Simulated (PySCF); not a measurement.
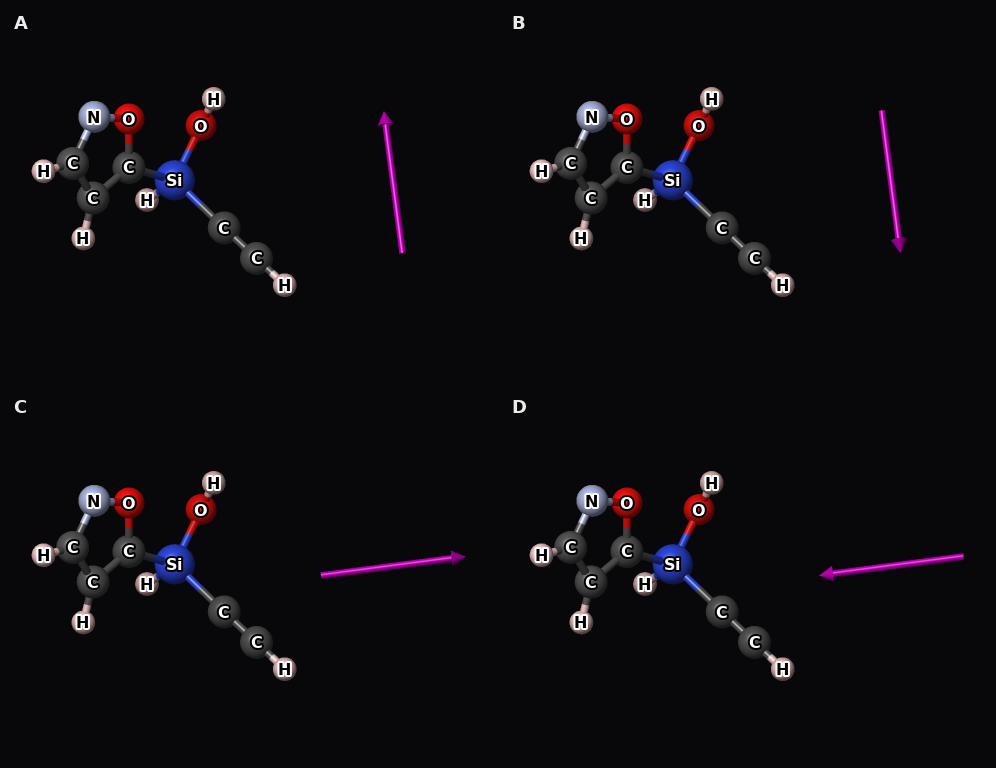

The same molecule four times, each with an arrow. Computed geometry: GFN2-xTB optimisation. No frequency run is at hand to confirm it as a minimum. Properties computed with PBE0/pcSseg-1, gas phase (PySCF 2.14.0).

### Which arrow points along the dipole moment, from the negative to the positive end?

B. The dipole moment is 2.60 D.

The geometry is semi-empirical. Around Si such bond lengths and angles can be off by a tenth of an ångström or more and by several degrees, and values that hang on the shape move with them.
